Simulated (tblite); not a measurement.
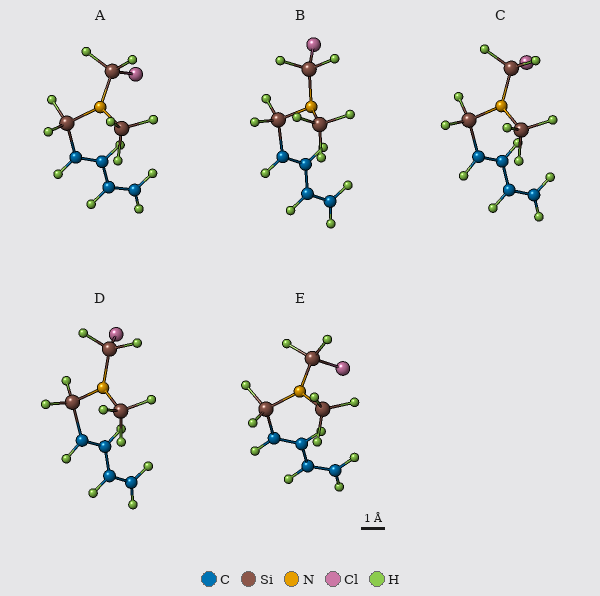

5 geometries from one relaxation of C4H12ClNSi3, in shuffled order. Style: ball-and-stick. Shown from a free direction.

Theory: GFN2-xTB geometry optimisation, gas phase (tblite). 

### Put them in the order of the run, from the start to the converged end.

B, D, C, A, E. They are steps 0, 48, 115, 130, 181, at +0.827 eV, +0.088 eV, +0.061 eV, +0.024 eV relative to the last. The energy falls by 0.827 eV in 181 geometry steps. The Cl atom moves most after the best rigid fit: 2.24 Å. Largest moves by element: Cl 2.24 Å, H 1.99 Å, Si 0.78 Å, C 0.70 Å, N 0.63 Å. Near-neighbour distances that change, for instance: N–Si 1.685 → 1.748 Å, N–Si 1.682 → 1.729 Å, C–Si 1.835 → 1.875 Å, Cl–Si 2.040 → 2.008 Å. Bond angles that change, for instance: Si–N–Si 110.4° → 121.2°, Si–N–Si 108.9° → 119.6°, Si–N–Si 110.3° → 118.9°. Groups turn about C–Si by about 45°.
